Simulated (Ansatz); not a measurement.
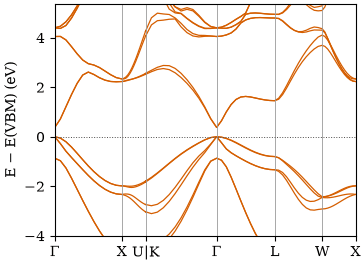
Figure. Band structure from PBEsol with spin–orbit coupling in the plane-wave PAW code Ansatz

Q: Read off the gap and where the band edges lie.

A: About 0.4 eV (0.38 eV by a search for the band edges); maximum at Γ, minimum at Γ.

The material is CdTe (zinc blende, F-43m).

Symmetry was held in the PBEsol relaxation.

Potentials: the later of the program's two PAW sets.
